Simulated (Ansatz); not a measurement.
# Be4Bi2O (built on the sites of a database entry of Ca4Bi2O): following an unstable mode, part 2 of 3

Which phase does Be4Bi2O (built on the sites of a database entry of Ca4Bi2O) fall into along its unstable mode, and how much energy does it gain?

Ansatz 0.2.0; DFT PBEsol, scalar-relativistic, plane waves, PAW.

So far, highest frequency on the path or at a solved wavevector (cm⁻¹): step 2 (phonons on a q mesh) 957. Also lowest frequency on the path (cm⁻¹): step 2 -443.

The structure was built from a prototype and need not be the compound's stable phase.

## (4) The mode frozen in, largest atomic shift 0.32 Å

The atoms are moved along the unstable eigenvector, the largest shift by 0.32 Å, with the cell fixed.

File input.yaml:

```yaml
crystal:
  lattice:
    - [0.0, -4.1514993781, 0.0]
    - [-4.1514993781, 0.0, 0.0]
    - [0.0, 0.0, -11.9653715001]
  atoms:
    - { symbol: Be, position: [0.4801576491, 0.5071932964, 0.1300777574] }
    - { symbol: Be, position: [1.0198423509, 0.9928067036, 0.6300777574] }
    - { symbol: Be, position: [0.4970979191, 0.0279408347, 0.0] }
    - { symbol: Be, position: [0.0029020809, 0.4720591653, 0.5] }
    - { symbol: Be, position: [0.4801576491, 0.5071932964, 0.8699222426] }
    - { symbol: Be, position: [1.0198423509, 0.9928067036, 0.3699222426] }
    - { symbol: Be, position: [-0.0770734047, 0.5010520693, 0.0] }
    - { symbol: Be, position: [0.5770734047, -0.0010520693, 0.5] }
    - { symbol: Bi, position: [0.0004716552, -0.0001709856, 0.8476476792] }
    - { symbol: Bi, position: [0.4995283448, 0.5001709856, 0.3476476792] }
    - { symbol: Bi, position: [0.4995283448, 0.5001709856, 0.6523523208] }
    - { symbol: Bi, position: [1.0004716552, 0.9998290144, 0.1523523208] }
    - { symbol: O, position: [0.5506287781, 0.4816459344, 0.0] }
    - { symbol: O, position: [0.9493712219, 1.0183540656, 0.5] }
kpoints:
  mp_grid: { grid: [8, 8, 4] }
hamiltonian:
  xc: pbesol
scf:
  occupations: { method: methfessel_paxton, width: 0.2 }
output:
  forces: true
  stress: true
  eigenvalues: true
  write_density: true
  write_potential: true
  elf: true
  volumetric_format: npy
```

The run is started by

```sh
> ansatz run input.yaml --threads 8 --pin off --max-ram 14336MiB --backend cpu --events-out ev --progress --plain --runs-dir out
```

Numbers of over 12 decimals in the logs are rounded to 6 here.

Log:

```text
[...]
Crystal: 14 atoms, lattice volume = 206.223 Å³
Basis set: ecut = 420 eV, 4007 PW (Γ), exchange–correlation on 60×60×160 points (8 copies of the dense FFT grid, shifted against one another)
Bands: 58, of which v1, the nominal top of the filled ones, is band 44 counted from 1 (43 counted from 0)
Symmetry: 4 space group operations
[...]
k-points: 102 of 256
[...]
k-point 0: bands = [... 40 lower, 9.4684, 10.0784, 10.1896, 10.3156, 10.6115, 10.7020, 10.7617, 11.4852, ... 10 higher]
  k-point 1: bands = [... 40 lower, 9.5691, 10.0846, 10.1046, 10.2518, 10.7149, 10.7645, 11.0760, 11.6192, ... 10 higher]
  k-point 2: bands = [... 40 lower, 9.8171, 9.8171, 10.1696, 10.1696, 10.7450, 10.7450, 11.8118, 11.8118, ... 10 higher]
  k-point 101: bands = [... 40 lower, 7.7561, 7.7561, 8.2028, 8.2028, 11.6218, 11.6218, 11.9040, 11.9040, ... 10 higher]
[key lines of the parts left out:]
SCF converged after 7 iterations
Free energy (F): -50809.078702 eV
Fermi energy:    10.867738 eV
P = ⅓ Tr σ = 1.8956 GPa (18.956 kbar)
```

It took 12 s on 8 threads of AMD EPYC 7R43, shared host; peak memory 1.4 GiB.

Numbers from this step:

```yaml
pressure: 1.896 GPa
energy_from_the_undistorted_cell: -45.48 meV/atom
```

The energy, extrapolated to zero smearing, is -45.48 meV/atom against the undistorted cell.

The run ends at a pressure of 1.90 GPa, with forces up to 1.0 eV/Å.

## (5) Energy along the mode, all amplitudes (two of the runs are shown above)

An imaginary frequency means negative curvature, so the energy should fall and then rise again as anharmonic terms take over.

Numbers from this step:

| Property | Result |
| --- | --- |
| depth at the lowest point sampled | 45.48 meV/atom |
| largest atomic shift at that point | 0.32 Å |

Energy from the parent against largest atomic shift:

```
largest atomic shift (Å)  energy from the parent (meV/atom)
                   0.000                                  0
                   0.040                              -1.59
                   0.080                              -6.21
                   0.140                              -17.6
                   0.220                              -36.1
                   0.320                              -45.5
                   0.450                               43.3
```

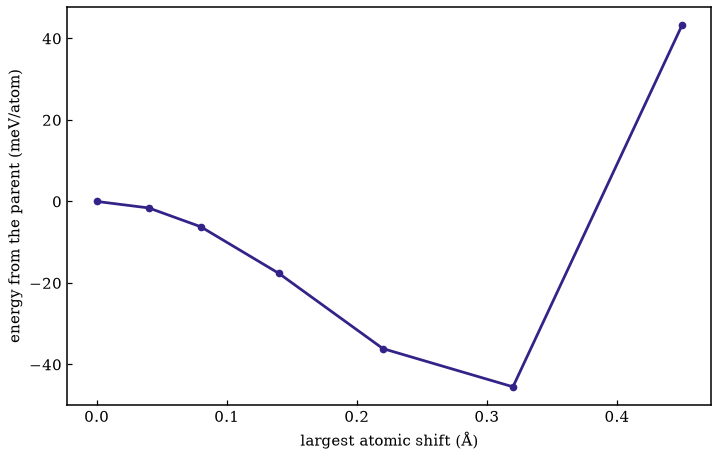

Energy from the parent, plotted against largest atomic shift.

Displacement at unit largest shift by atom:

```
atom  x (Å)  y (Å)  z (Å)  size
 Be1  -0.09   0.26   0.00  0.27
 Be2   0.09  -0.26   0.00  0.27
 Be3  -0.36   0.04   0.00  0.36
 Be4   0.36  -0.04   0.00  0.36
 Be5  -0.09   0.26   0.00  0.27
 Be6   0.09  -0.26   0.00  0.27
 Be7  -0.01   1.00   0.00  1.00
 Be8   0.01  -1.00   0.00  1.00
 Bi9   0.00  -0.01   0.00  0.01
Bi10   0.00   0.01   0.00  0.01
Bi11   0.00   0.01   0.00  0.01
Bi12   0.00  -0.01   0.00  0.01
 O13   0.24  -0.66   0.00  0.70
 O14  -0.24   0.66   0.00  0.70
```

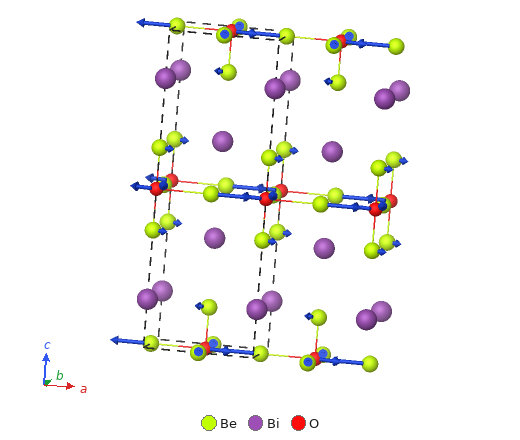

Displacement at unit largest shift as arrows, the longest 1.00 Å. 2×1×1 cells are drawn. Some periodic images of atoms are drawn too.

The lowest of the steps tried is at 0.32 Å, 45.5 meV/atom below the parent; the bottom of the well need not coincide with a step.

## (6) Relaxing from the distorted cell

Starting from the lowest point found, all atoms and the cell are let go, so that strain and other modes of the same symmetry can join in.

Edit input.yaml of step 4 so:

```diff
@@ -30,5 +30,6 @@
   eigenvalues: true
-  write_density: true
-  write_potential: true
-  elf: true
-  volumetric_format: npy
+relax:
+  adjacent_minimum: "off"
+  f_tol: 0.002
+  max_steps: 120
+  cell: { stress_tol: 0.03 }
```

Log:

```text
[...]
Crystal: 14 atoms, lattice volume = 206.223 Å³
Basis set: ecut = 420 eV, 4007 PW (Γ), exchange–correlation on 60×60×160 points (8 copies of the dense FFT grid, shifted against one another)
Bands: 58, of which v1, the nominal top of the filled ones, is band 44 counted from 1 (43 counted from 0)
Symmetry: 4 space group operations
[...]
k-points: 102 of 256
[...]
SCF iter   1: F=—  HF=-50809.126572 eV  |F-HF|=—  |Δ(HF+E_count)|=         —  Δρ=8.36e-3  dr2=1.69e-1  ethr=1.77e-3  ⟨swp⟩=11.3  Hψ=34798  notcnv=0
[...]
SCF iter   7: F=-50809.078702 eV  HF=-50809.078702 eV  |F-HF|=1.28e-8  |Δ(HF+E_count)|=   1.48e-7  S|Δr|=    0.00e0  Δρ=3.82e-6  dr2=3.88e-8  ethr=1.14e-10  ⟨swp⟩=11.5  Hψ=29679  notcnv=0
SCF 1 converged in 7 iterations: F = -50809.078702 eV  dr2 = 3.88e-8
[...]
relax step   1: F+E_penalty+E_count = -50809.07870218 eV  Δ(F+E_penalty+E_count) = +0.000e0 eV  max|allowed force component| = 9.242e-1 eV/Å  Δτ_max = 0.0000 Å  P = +1.896 GPa  Ω = 206.223 Å³  (7 SCF iters, dr2 threshold 1.00e-7 eV, accepted)
Crystal: 14 atoms, lattice volume = 217.009 Å³
Basis set: ecut = 420 eV, 4227 PW (Γ), exchange–correlation on 60×60×160 points (8 copies of the dense FFT grid, shifted against one another)
[...]
SCF iter   7: F=-50809.491869 eV  HF=-50809.491869 eV  |F-HF|=1.97e-7  |Δ(HF+E_count)|=   1.93e-7  S|Δr|=    0.00e0  Δρ=1.14e-5  dr2=5.42e-7  ethr=1.59e-9  ⟨swp⟩=8.5  Hψ=28287  notcnv=0
SCF 2 converged in 7 iterations: F = -50809.491869 eV  dr2 = 5.42e-7
[...]
relax step   2: F+E_penalty+E_count = -50809.49186854 eV  Δ(F+E_penalty+E_count) = -4.132e-1 eV  max|allowed force component| = 1.135e0 eV/Å  Δτ_max = 0.1938 Å  P = -0.503 GPa  Ω = 217.009 Å³  energy of the carried Pulay correction = -9.322e-3 eV  (7 SCF iters, dr2 threshold 1.40e-6 eV, accepted)
Crystal: 14 atoms, lattice volume = 218.752 Å³
Basis set: ecut = 420 eV, 4277 PW (Γ), exchange–correlation on 60×60×160 points (8 copies of the dense FFT grid, shifted against one another)
[...]
SCF iter   6: F=-50809.926039 eV  HF=-50809.926039 eV  |F-HF|=5.13e-7  |Δ(HF+E_count)|=   3.41e-6  S|Δr|=    0.00e0  Δρ=1.54e-5  dr2=1.08e-6  ethr=1.59e-9  ⟨swp⟩=6.5  Hψ=29006  notcnv=0
SCF 3 converged in 6 iterations: F = -50809.926039 eV  dr2 = 1.08e-6
relax step   3: F+E_penalty+E_count = -50809.92603879 eV  Δ(F+E_penalty+E_count) = -4.342e-1 eV  max|allowed force component| = 1.196e0 eV/Å  Δτ_max = 0.1937 Å  P = -0.791 GPa  Ω = 218.752 Å³  energy of the carried Pulay correction = -1.078e-2 eV  (6 SCF iters, dr2 threshold 1.40e-6 eV, accepted)
[... from here on, the SCF cycles and remarks between the steps are left out ...]
relax step   4: F+E_penalty+E_count = -50810.68371512 eV  Δ(F+E_penalty+E_count) = -7.577e-1 eV  max|allowed force component| = 1.027e0 eV/Å  Δτ_max = 0.1963 Å  P = -1.576 GPa  Ω = 219.421 Å³  energy of the carried Pulay correction = -1.134e-2 eV  (6 SCF iters, dr2 threshold 1.40e-6 eV, accepted)
relax step   5: F+E_penalty+E_count = -50811.54923851 eV  Δ(F+E_penalty+E_count) = -8.655e-1 eV  max|allowed force component| = 3.986e-1 eV/Å  Δτ_max = 0.2000 Å  P = +1.267 GPa  Ω = 213.920 Å³  energy of the carried Pulay correction = -6.701e-3 eV  (7 SCF iters, dr2 threshold 1.40e-6 eV, accepted)
relax step   6: F+E_penalty+E_count = -50811.52877886 eV  Δ(F+E_penalty+E_count) = +2.046e-2 eV  max|allowed force component| = 1.301e0 eV/Å  Δτ_max = 0.1930 Å  P = -0.015 GPa  Ω = 216.293 Å³  energy of the carried Pulay correction = -8.718e-3 eV  (7 SCF iters, dr2 threshold 1.40e-6 eV, rejected (line search))
relax step   7: F+E_penalty+E_count = -50811.71850335 eV  Δ(F+E_penalty+E_count) = -1.693e-1 eV  max|allowed force component| = 2.783e-1 eV/Å  Δτ_max = 0.0942 Å  P = +0.116 GPa  Ω = 216.423 Å³  energy of the carried Pulay correction = -8.828e-3 eV  (11 SCF iters, accepted)
relax step   8: F+E_penalty+E_count = -50811.83304388 eV  Δ(F+E_penalty+E_count) = -1.145e-1 eV  max|allowed force component| = 2.368e-1 eV/Å  Δτ_max = 0.0976 Å  P = -0.267 GPa  Ω = 217.660 Å³  energy of the carried Pulay correction = -9.870e-3 eV  (6 SCF iters, dr2 threshold 1.40e-6 eV, accepted)
relax step   9: F+E_penalty+E_count = -50811.92405957 eV  Δ(F+E_penalty+E_count) = -9.102e-2 eV  max|allowed force component| = 1.354e-1 eV/Å  Δτ_max = 0.1500 Å  P = +0.225 GPa  Ω = 217.535 Å³  energy of the carried Pulay correction = -9.765e-3 eV  (6 SCF iters, dr2 threshold 1.40e-6 eV, accepted)
relax step  10: F+E_penalty+E_count = -50811.92834918 eV  Δ(F+E_penalty+E_count) = -4.290e-3 eV  max|allowed force component| = 1.469e-1 eV/Å  Δτ_max = 0.1232 Å  P = -0.327 GPa  Ω = 218.258 Å³  energy of the carried Pulay correction = -1.037e-2 eV  (6 SCF iters, dr2 threshold 1.15e-6 eV, accepted)
relax step  11: F+E_penalty+E_count = -50811.92913678 eV  Δ(F+E_penalty+E_count) = -7.876e-4 eV  max|allowed force component| = 1.586e-1 eV/Å  Δτ_max = 0.1287 Å  P = -0.149 GPa  Ω = 217.943 Å³  energy of the carried Pulay correction = -1.011e-2 eV  (6 SCF iters, dr2 threshold 1.40e-6 eV, accepted)
relax step  12: F+E_penalty+E_count = -50811.94953687 eV  Δ(F+E_penalty+E_count) = -2.040e-2 eV  max|allowed force component| = 6.746e-2 eV/Å  Δτ_max = 0.0866 Å  P = -0.022 GPa  Ω = 217.963 Å³  energy of the carried Pulay correction = -1.012e-2 eV  (6 SCF iters, dr2 threshold 1.40e-6 eV, accepted)
relax step  13: F+E_penalty+E_count = -50811.94956543 eV  Δ(F+E_penalty+E_count) = -2.855e-5 eV  max|allowed force component| = 6.681e-2 eV/Å  Δτ_max = 0.0002 Å  P = -0.018 GPa  Ω = 217.950 Å³  energy of the carried Pulay correction = -1.011e-2 eV  (2 SCF iters, dr2 threshold 2.84e-7 eV, accepted)
relax step  14: F+E_penalty+E_count = -50811.94973259 eV  Δ(F+E_penalty+E_count) = -1.672e-4 eV  max|allowed force component| = 4.682e-2 eV/Å  Δτ_max = 0.0142 Å  P = +0.146 GPa  Ω = 217.499 Å³  energy of the carried Pulay correction = -9.735e-3 eV  (6 SCF iters, dr2 threshold 2.79e-7 eV, rejected (line search))
relax step  15: F+E_penalty+E_count = -50811.94993768 eV  Δ(F+E_penalty+E_count) = -3.723e-4 eV  max|allowed force component| = 4.357e-2 eV/Å  Δτ_max = 0.0070 Å  P = -0.073 GPa  Ω = 218.187 Å³  energy of the carried Pulay correction = -1.031e-2 eV  (9 SCF iters, accepted)
relax step  16: F+E_penalty+E_count = -50811.95076290 eV  Δ(F+E_penalty+E_count) = -8.252e-4 eV  max|allowed force component| = 6.732e-3 eV/Å  Δτ_max = 0.0052 Å  P = +0.026 GPa  Ω = 217.815 Å³  energy of the carried Pulay correction = -1.000e-2 eV  (5 SCF iters, dr2 threshold 1.19e-7 eV, accepted)
relax step  17: F+E_penalty+E_count = -50811.95073829 eV  Δ(F+E_penalty+E_count) = +2.461e-5 eV  max|allowed force component| = 1.307e-3 eV/Å  Δτ_max = 0.0019 Å  P = +0.002 GPa  Ω = 217.882 Å³  energy of the carried Pulay correction = -1.006e-2 eV  (6 SCF iters, dr2 threshold 2.98e-9 eV, accepted)
relax step  18: F+E_penalty+E_count = -50811.98681506 eV  Δ(F+E_penalty+E_count) = -3.608e-2 eV  max|allowed force component| = 9.582e-3 eV/Å  Δτ_max = 0.0000 Å  P = +0.229 GPa  Ω = 217.882 Å³  stress off target by 4.80e-1 GPa  SCF on the basis re-selected at this cell (its energy is not comparable with the rows above)  (7 SCF iters)
relax step  19: F+E_penalty+E_count = -50811.98750385 eV  Δ(F+E_penalty+E_count) = -6.888e-4 eV  max|allowed force component| = 1.243e-2 eV/Å  Δτ_max = 0.0068 Å  P = -0.001 GPa  Ω = 218.649 Å³  energy of the carried Pulay correction = -6.593e-4 eV  (5 SCF iters, dr2 threshold 5.75e-7 eV, accepted)
relax step  20: F+E_penalty+E_count = -50811.98773275 eV  Δ(F+E_penalty+E_count) = -2.289e-4 eV  max|allowed force component| = 7.866e-3 eV/Å  Δτ_max = 0.0024 Å  P = -0.012 GPa  Ω = 218.606 Å³  energy of the carried Pulay correction = -6.186e-4 eV  (6 SCF iters, dr2 threshold 2.13e-8 eV, accepted)
relax step  21: F+E_penalty+E_count = -50811.98777754 eV  Δ(F+E_penalty+E_count) = -4.479e-5 eV  max|allowed force component| = 3.007e-3 eV/Å  Δτ_max = 0.0036 Å  P = -0.010 GPa  Ω = 218.573 Å³  energy of the carried Pulay correction = -5.902e-4 eV  (6 SCF iters, dr2 threshold 3.87e-9 eV, accepted)
relax step  22: F+E_penalty+E_count = -50811.98780686 eV  Δ(F+E_penalty+E_count) = -2.932e-5 eV  max|allowed force component| = 9.582e-4 eV/Å  Δτ_max = 0.0019 Å  P = -0.001 GPa  Ω = 218.554 Å³  energy of the carried Pulay correction = -5.736e-4 eV  (6 SCF iters, dr2 threshold 5.65e-10 eV, accepted)
[...]
SCF iter   5: F=-50811.988361 eV  HF=-50811.988361 eV  |F-HF|=5.09e-11  |Δ(HF+E_count)|=  1.46e-11  S|Δr|=    0.00e0  Δρ=1.78e-7  dr2=2.86e-11  ethr=1.00e-12  ⟨swp⟩=7.6  Hψ=26204  notcnv=0
SCF 23 converged in 5 iterations: F = -50811.988361 eV  dr2 = 2.86e-11
relax step  23: F+E_penalty+E_count = -50811.98836143 eV  Δ(F+E_penalty+E_count) = -5.546e-4 eV  max|allowed force component| = 8.088e-4 eV/Å  Δτ_max = 0.0000 Å  P = -0.001 GPa  Ω = 218.554 Å³  stress off target by 5.58e-3 GPa  SCF on the basis re-selected at this cell (its energy is not comparable with the rows above)  (5 SCF iters)
[...]
SCF converged after 5 iterations
[...]
Free energy (F): -50811.988361 eV
[...]
Internal energy: -50811.991701 eV  (E = F + TS)
E sigma→0 (E₀):  -50811.989196 eV
Entropy (-TS):   0.003339 eV (0.239 meV/atom)
Fermi energy:    9.339279 eV
[...]
--- Forces (eV/Å), atoms counted from 1 ---
  atom   1  Be    -0.00024683     0.00006176     0.00028139
  atom   2  Be     0.00024683    -0.00006176     0.00028139
  atom   3  Be    -0.00080877    -0.00028351     0.00000000
  atom   4  Be     0.00080877     0.00028351     0.00000000
  atom   5  Be    -0.00024683     0.00006176    -0.00028139
  atom   6  Be     0.00024683    -0.00006176    -0.00028139
  atom   7  Be     0.00072360     0.00027498     0.00000000
  atom   8  Be    -0.00072360    -0.00027498     0.00000000
  atom   9  Bi    -0.00001412    -0.00011941    -0.00023697
  atom  10  Bi     0.00001412     0.00011941    -0.00023697
  atom  11  Bi     0.00001412     0.00011941     0.00023697
  atom  12  Bi    -0.00001412    -0.00011941     0.00023697
  atom  13  O      0.00030225    -0.00017997     0.00000000
  atom  14  O     -0.00030225     0.00017997     0.00000000
  max |Σ_I F_I| component: 1.08e-19 eV/Å
--- Stress (GPa, compression-positive) ---
        0.005212      -0.001737       0.000000
       -0.001725      -0.002447       0.000000
        0.000000       0.000000      -0.005071
  P = ⅓ Tr σ = -0.0008 GPa (-0.008 kbar)
--- Band table (eV; the first three rows and the last of 102) ---
  k-point 0: bands = [... 40 lower, 7.9939, 8.0582, 8.4994, 8.8063, 9.1271, 10.3209, 10.4572, 10.6017, ... 10 higher]
  k-point 1: bands = [... 40 lower, 8.0353, 8.1257, 8.2445, 8.6875, 9.3162, 10.3427, 10.4051, 10.6970, ... 10 higher]
  k-point 2: bands = [... 40 lower, 8.0198, 8.0198, 8.4165, 8.4165, 9.7980, 9.7980, 10.5684, 10.5684, ... 10 higher]
  k-point 101: bands = [... 40 lower, 6.9750, 6.9750, 7.8512, 7.8512, 10.7330, 10.7330, 11.2643, 11.2643, ... 10 higher]
--- Relaxed structure (21 steps of the walk, 19 accepted, 2 SCFs on fresh bases) ---
  F+E_penalty+E_count = -50811.98836143 eV   max|allowed force component| = 8.088e-4 eV/Å   (the final SCF, on the basis selected at the relaxed cell)
  cell:  # Å, volume = 218.5542 Å³
    - [-0.00499339, -4.315129, 0.0]
    - [-4.559404, -0.00499339, 0.0]
    - [0.0, 0.0, -11.108561]
  atoms:
    - { symbol: Be, position: [0.275818, 0.514910, 0.104452] }
    - { symbol: Be, position: [1.224182, 0.985090, 0.604452] }
    - { symbol: Be, position: [0.514603, 0.110273, -1.226493538841803e-19] }
    - { symbol: Be, position: [-0.014603, 0.389727, 0.500000] }
    - { symbol: Be, position: [0.275818, 0.514910, 0.895548] }
    - { symbol: Be, position: [1.224182, 0.985090, 0.395548] }
    - { symbol: Be, position: [-0.167254, 0.656647, -1.226493538841803e-19] }
    - { symbol: Be, position: [0.667254, -0.156647, 0.500000] }
    - { symbol: Bi, position: [0.014730, 0.013531, 0.832565] }
    - { symbol: Bi, position: [0.485270, 0.486469, 0.332565] }
    - { symbol: Bi, position: [0.485270, 0.486469, 0.667435] }
    - { symbol: Bi, position: [1.014730, 1.013531, 0.167435] }
    - { symbol: O, position: [0.529150, 0.462422, -1.226493538841803e-19] }
    - { symbol: O, position: [0.970850, 1.037578, 0.500000] }
```

The job ended after 3.3 min (8 threads; peak memory 1.6 GiB; 25 min of CPU time).

[end of part 2 of 3]

[Logs are printed without paths, hosts, clocks, repeated set-up lines and the standing remarks that a program may print on its own settings, such as how far it seeks lower states.]

[Hosts, paths, dates, database ids (printed as entryN), source tags and the programs' standing remarks are cut or masked in the printed files.]
